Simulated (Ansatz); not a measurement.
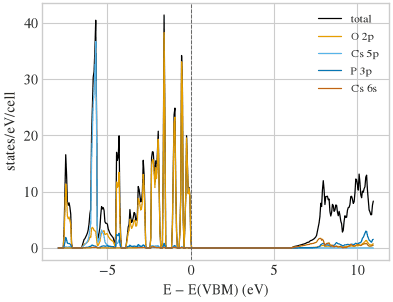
Total and projected density of states of CsPH₂O₄ in space group P2_1 (No. 4; Pearson symbol mP16), plane-wave PAW r²SCAN (Ansatz code)

### Question
Which orbitals carry the states next to the gap?

### Answer
Top 1 eV of the valence band: O 2p 96 %. Bottom 1 eV of the conduction band: Cs 6s 64 %, O 2s 18 %. Projections are on Löwdin-orthogonalised atomic valence shells; empty p or d shells of many metals are not among them.

### Question
Where is the tallest occupied peak in this window, and what makes it?

### Answer
Near -1.6 eV, about 41 states/eV per cell; the largest projected share is O 2p.

The first step of the workflow began from a Materials Project structure, measured or hypothetical; the Crystallography Open Database files this formula in space group No. 4, but the cells were not matched. Its standing as an ambient phase is unchecked. The r²SCAN relaxation kept the symmetry of its start; its stability against distortions is not shown here. Scalar-relativistic: spin–orbit coupling is off unless named, which matters more the heavier the elements.

Potentials: the later of the program's two PAW sets.
